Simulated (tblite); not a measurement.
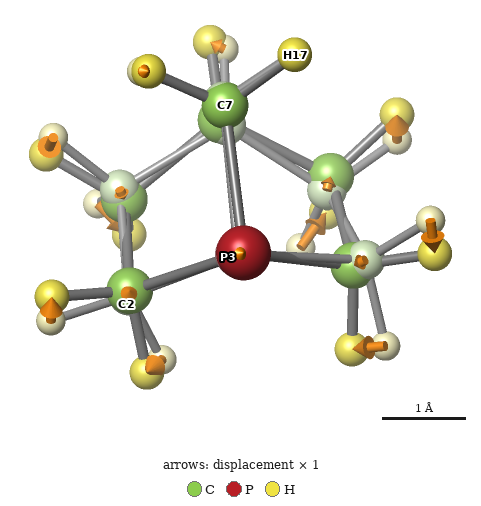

This is a relaxation of C6H11P. The starting structure is drawn faded, the final one solid; orange arrows show the displacements, at their true length. The two geometries are superimposed by the best rigid fit.

Style: ball-and-stick. Shown at a tilt.

Computed with GFN2-xTB geometry optimisation, gas phase (tblite). 

Q: Atoms of which element are displaced furthest, and by how much?

A: Hydrogen: up to 0.58 Å, against 0.20 Å for carbon.

Q: What did the optimiser do to the structure, and how much energy did it gain?

A: An H atom moves most after the best rigid fit: 0.58 Å. Largest moves by element: H 0.58 Å, C 0.20 Å, P 0.13 Å. Some distances before and after: C–C 1.475 → 1.538 Å, C–H 1.129 → 1.092 Å, C–P 1.894 → 1.859 Å, C–C 1.507 → 1.538 Å. Among the angles between lasting bonds that change: P–C–C 90.8° → 98.8°, P–C–C 99.5° → 107.3°, C–C–P 100.0° → 107.3°. Groups turn about C–C by about 30°, C–C by about 25°, C–C by about 20°. After 58 geometry steps the energy has fallen by 0.766 eV. Cost: 0.36 s on 1 thread of Arm Neoverse V1, with other jobs on the host.
